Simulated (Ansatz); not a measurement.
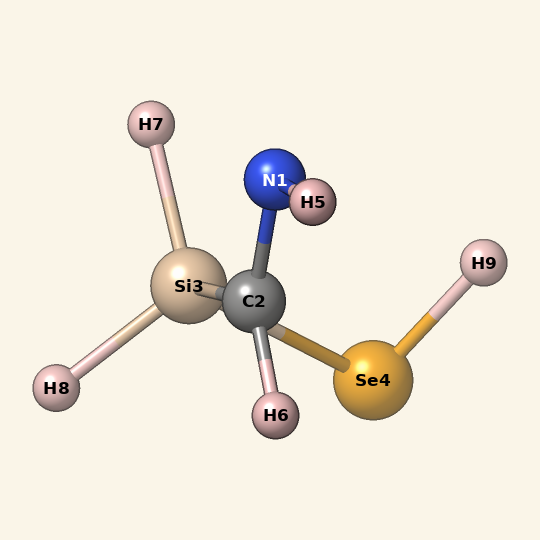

Si3 lies behind C2. The molecule seen a little off the C2–Si3 bond, C2 in front. Atoms fade into the background with distance from the viewer. The geometry was computed by an optimisation with PBE0-D4/def2-TZVP. No frequency run is at hand to confirm it as a minimum.

**What is the torsion angle N1–C2–Si3–Se4? The sign is positive where the front bond must turn clockwise to cover the back bond.**

116°, anticlinal.
